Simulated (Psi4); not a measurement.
# BN2H5 (SMILES NBN): DSD-PBEP86/6-311+G(d,p) (density fitting for correlation)

Aim: the vertical singlet–triplet gap of BN2H5 at DSD-PBEP86/6-311+G** (density fitting for correlation), from 2 runs. 

The calculation is run with Psi4 1.11.

2 further runs of the same task are left out: 2 set aside as unsound or not needed.

### Step 1. Starting point

BN2H5: 8 atoms, total charge 0, spin state singlet. As SMILES, `NBN`. Geometry: relaxed at PBE0-D4/def2-TZVP.

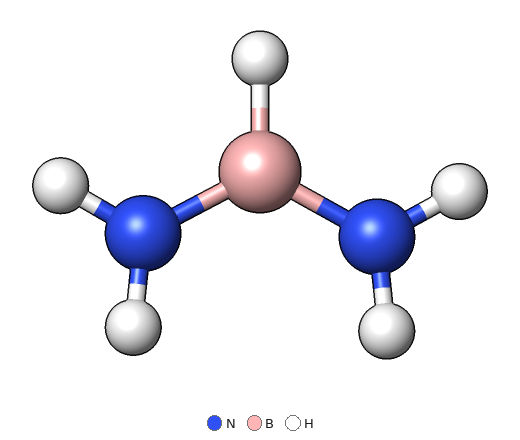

The structure, seen from a chosen angle (nitrogen blue, boron pink, hydrogen white).

### Step 2. A single-point energy at DSD-PBEP86/6-311+G(d,p) (density fitting for correlation)

File bh5n2.inp:

```
memory 1600 mb

molecule {
  0 1
  N     -0.971000     0.516500    -0.581100
  B      0.194200     0.386600     0.200500
  N      0.848200    -0.845200     0.401400
  H     -1.426800    -0.244500    -1.053400
  H     -1.423900     1.400900    -0.713700
  H      0.649700     1.368600     0.718000
  H      1.676700    -0.919800     0.960900
  H      0.545000    -1.720300     0.011600
  symmetry c1
}

set globals {
  puream true
  e_convergence 1e-09
  d_convergence 1e-08
  scf_type pk
  dft_radial_points 99
  dft_spherical_points 590
  num_frozen_docc 3
}

result, w = energy('dsd-pbep86/6-311+G**', return_wfn=True)
```

Run with:

```sh
$ psi4 -i bh5n2.inp -o bh5n2.out -n 1
```

bh5n2.out:

```text
[...]
  Running in c1 symmetry.
[...]
  Nuclear repulsion =   68.852594815844668
[...]
  Multiplicity = 1
[...]
  Nalpha       = 12
  Nbeta        = 12
[...]
    Number of basis functions: 96
[...]
   @RKS iter   1:  -136.71434433459797   -6.25558e-01   7.89958e-03 ADIIS/DIIS
[...]
   @RKS iter  11:  -136.96273099952833   -8.24230e-13   1.76335e-09 DIIS
[...]
    Orbital Energies [Eh]
    ---------------------
    Doubly Occupied:
       1A    -15.097117     2A    -15.097103     3A     -7.279863
       4A     -1.063477     5A     -1.027687     6A     -0.653069
       7A     -0.629806     8A     -0.600992     9A     -0.536796
      10A     -0.433960    11A     -0.413239    12A     -0.335073
[...]
  @RKS Final Energy:  -136.96273099952833
   => Energetics <=
    Nuclear Repulsion Energy =             68.8525948158446681
    One-Electron Energy =                -321.2503085705628791
    Two-Electron Energy =                 121.0896101389318886
    DFT Exchange-Correlation Energy =      -5.6546273837420289
    Empirical Dispersion Energy =           0.0000000000000000
    VV10 Nonlocal Energy =                  0.0000000000000000
    Total Energy =                       -136.9627309995283326
[...]
 Multipole Moments:
 ------------------------------------------------------------------------------------
     Multipole            Electronic (a.u.)      Nuclear  (a.u.)        Total (a.u.)
 ------------------------------------------------------------------------------------
 L = 1.  Multiply by 2.5417464519 to convert [e a0] to [Debye]
 Dipole X            :          0.0138496           -0.2026103           -0.1887606
 Dipole Y            :          0.0296028           -0.4364850           -0.4068822
 Dipole Z            :          0.0155675           -0.2298172           -0.2142497
 Magnitude           :                                                    0.4970781
[...]
```

It took 19 s on 1 thread of AMD EPYC 7R43 (Zen 3), shared host; peak memory 0.75 GiB.

### Step 3. The triplet

bh5n2.inp, as its differences from that of step 2:

```diff
@@ -1,5 +1,5 @@
-memory 1600 mb
+memory 1.6 GB
 
-molecule {
-  0 1
+molecule m {
+  0 3
   N     -0.971000     0.516500    -0.581100
@@ -15,3 +15,4 @@
 
-set globals {
+set {
+  reference uks
   puream true
@@ -23,4 +24,6 @@
   num_frozen_docc 3
+  maxiter 200
 }
 
-result, w = energy('dsd-pbep86/6-311+G**', return_wfn=True)
+energy_value, wavefunction = energy('dsd-pbep86/6-311+G**', return_wfn=True)
+print_variables()
```

Run with:

```sh
$ psi4 -i bh5n2.inp -o bh5n2.out -n 1
```

bh5n2.out:

```text
[...]
  Running in c1 symmetry.
[...]
  Nuclear repulsion =   68.852594815844668
[...]
  Multiplicity = 3
[...]
  Nalpha       = 13
  Nbeta        = 11
[...]
    Number of basis functions: 96
[...]
   @UKS iter   1:  -136.50565541359060   -4.16869e-01   6.62666e-03 ADIIS/DIIS
[...]
   @UKS iter  20:  -136.75463247284694   -2.66027e-11   5.76740e-09 DIIS
[...]
   @S^2 Observed:                2.098227223E+00
[...]
    Orbital Energies [Eh]
    ---------------------
    Alpha Occupied:
       1A    -15.254166     2A    -15.254134     3A     -7.359414
       4A     -1.211214     5A     -1.180601     6A     -0.769312
       7A     -0.744389     8A     -0.721090     9A     -0.664911
      10A     -0.577602    11A     -0.523869    12A     -0.511089
      13A     -0.103095
    Alpha Virtual:
      14A      0.005077    15A      0.024803    16A      0.028476
      17A      0.092669    18A      0.095829    19A      0.097098
      20A      0.129551    21A      0.142377    22A      0.147667
      23A      0.151913    24A      0.170855    25A      0.178566
[...]
  @UKS Final Energy:  -136.75463247284694
   => Energetics <=
    Nuclear Repulsion Energy =             68.8525948158446681
    One-Electron Energy =                -318.4965983316449751
    Two-Electron Energy =                 118.4857398882851527
    DFT Exchange-Correlation Energy =      -5.5963688453317628
    Empirical Dispersion Energy =           0.0000000000000000
    VV10 Nonlocal Energy =                  0.0000000000000000
    Total Energy =                       -136.7546324728469358
[...]
 Multipole Moments:
 ------------------------------------------------------------------------------------
     Multipole            Electronic (a.u.)      Nuclear  (a.u.)        Total (a.u.)
 ------------------------------------------------------------------------------------
 L = 1.  Multiply by 2.5417464519 to convert [e a0] to [Debye]
 Dipole X            :          0.7326044           -0.2026103            0.5299941
 Dipole Y            :          1.5810154           -0.4364850            1.1445304
 Dipole Z            :          0.8322617           -0.2298172            0.6024446
 Magnitude           :                                                    1.3977779
[...]
```

Run time: 44 s. Hardware: 1 thread of AMD EPYC 7R43 (Zen 3), shared host; peak memory 0.75 GiB.

### Step 4. What came out

Level: DSD-PBEP86/6-311+G** (density fitting for correlation), 3 core orbitals frozen.

```
                                                         quantity          value
                                            singlet: total energy  -137.20633 Eh
                       singlet: HOMO energy (SCF part's orbitals)       -9.12 eV
                       singlet: LUMO energy (SCF part's orbitals)        1.05 eV
                     singlet: HOMO–LUMO gap (SCF part's orbitals)       10.17 eV
                                            triplet: total energy  -136.98783 Eh
triplet: HOMO energy (SCF part's orbitals) (highest over α and β)       -2.81 eV
                                                    triplet: ⟨S²⟩          2.098
                 vertical energy of the triplet above the singlet       5.946 eV
```

What this shows: At this shape the triplet lies 5.95 eV (137 kcal/mol) above the singlet.
